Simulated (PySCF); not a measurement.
H₂, SMILES `[H][H]`.

PySCF calculation, PBE0/6-31G*, gas phase; geometry: GFN2-xTB. No frequency check shows the geometry to be a minimum. Without diffuse functions Rydberg states are missing, so the states' numbers hold for this basis only.

Input script:

```python
import numpy as np
from pyscf import gto, scf, dft, tdscf
from pyscf.scf import atom_ks, atom_hf
from scipy.linalg import block_diag

def solve(mol, dm0=None, hcore=None):
    mf = (dft.UKS if mol.spin else dft.RKS)(mol, xc='pbe0')
    mf.grids.level = 3
    mf = mf.density_fit(auxbasis='def2-universal-jkfit')
    mf.conv_tol, mf.max_cycle = 1e-8, 80
    if hcore is not None:
        mf.get_hcore = lambda *args: hcore
    mf.kernel(dm0)
    if not mf.converged:
        mf = mf.newton().run(mf.mo_coeff, mf.mo_occ, max_cycle=30)
    assert mf.converged, 'SCF not converged'
    return mf

mol = gto.M(atom='''
H      0.38834     0.00000     0.00000
H     -0.38834     0.00000     0.00000
''', basis='6-31g*', charge=0, spin=0, verbose=4)
mf = solve(mol)
td = mf.TDA()
td.nstates, td.singlet, td.conv_tol = 4, True, 1e-5
td.kernel()
td.analyze()
x, y = np.array([p[0] for p in td.xy]), np.array([p[1] + 0 * p[0] for p in td.xy])
f, mu = td.oscillator_strength(), td.transition_dipole()
nto = [td.get_nto(state=i + 1, verbose=4) for i in range(len(td.e))]
# spherically averaged free atoms, for the promolecule
atm = atom_ks.get_atm_nrks(mol, xc='pbe0')
pro = block_diag(*[(atm[a[0]][2] * atm[a[0]][3]) @ atm[a[0]][2].T for a in mol._atom])
np.savez('result.npz', e=td.e, f=f, ok=td.converged, w=[n[0] for n in nto], nto=[n[1] for n in nto], x=x, y=y, c=mf.mo_coeff, occ=mf.mo_occ, eps=mf.mo_energy, pro=pro, mu=mu)
```

Launched as:

```sh
OMP_NUM_THREADS=1 python input.py
```

The run took 0.72 s on 1 thread of Arm Neoverse V2, on a shared host, peak memory 0.17 GiB.

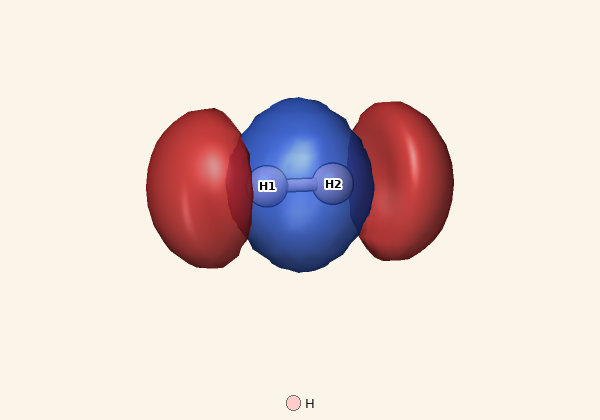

Unrelaxed difference density of S₁ less the ground state (TDA singlet states), ±0.05 e/Å³; red: gain, blue: loss.

Question: How does the charge move on excitation?

Answer: 0.58 e is displaced in all, mostly between regions of the same atoms. The state: 14.76 eV (84 nm), f = 0.770 (bright), partly diffuse acceptor orbital, which a basis without diffuse functions describes poorly; the leading pair carries 100 %; hole on H1 and H2 (50 % each), electron on H1 and H2 (50 % each) (atom shares of so diffuse an orbital are rough); their centroids lie 0.0 Å apart.
